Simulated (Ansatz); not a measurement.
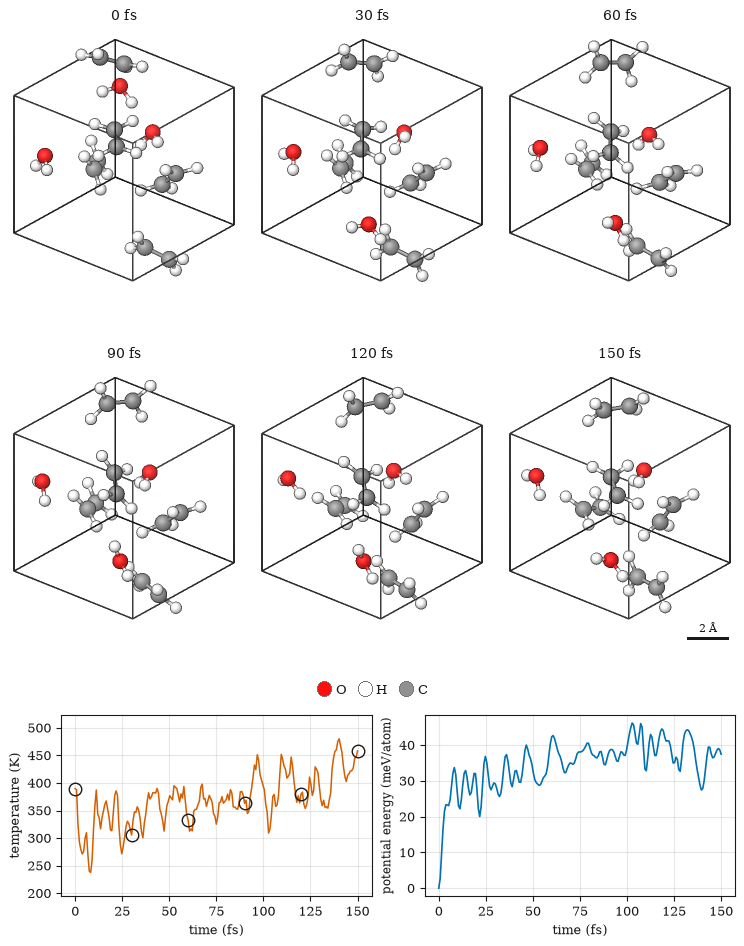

Molecular dynamics of a periodic cell with 3 H2O + 5 C2H4 at 0.717 g/cm³, 150 fs long. Frames and the history of the run. Style: ball-and-stick. Shown: the simulation cell, from a free direction. Atoms that leave the cell re-enter on the other side.

The calculation used DFT PBE, scalar-relativistic, plane waves, PAW in Ansatz. Set-up: plane-wave cutoff 420 eV; k-point mesh 1 × 1 × 1; Fermi-Dirac smearing 0.05 eV; Langevin thermostat (NVT); set temperature 400 K; time step 0.75 fs; friction 0.02 per fs.

> What do the frames and curves show?

Root-mean-square distances from the starting positions over the second half, with the common drift of all atoms taken out: H 0.85 Å, O 0.57 Å, C 0.52 Å. The heavy atoms stay within a fraction of a molecule's size of their starting places; so short a run doesn't tell a liquid from a solid. The mean temperature in the second half is 393 K (standard deviation 37 K). The potential energy in the second half lies on average 38.5 meV per atom above the first frame.

Limits of the set-up: the periodic images lie only 7.7 Å apart, so the values are limited by the cell's size.

Cost: 7.5 min on 1 thread of Arm Neoverse V2, with other jobs on the host, peak memory 0.49 GiB.
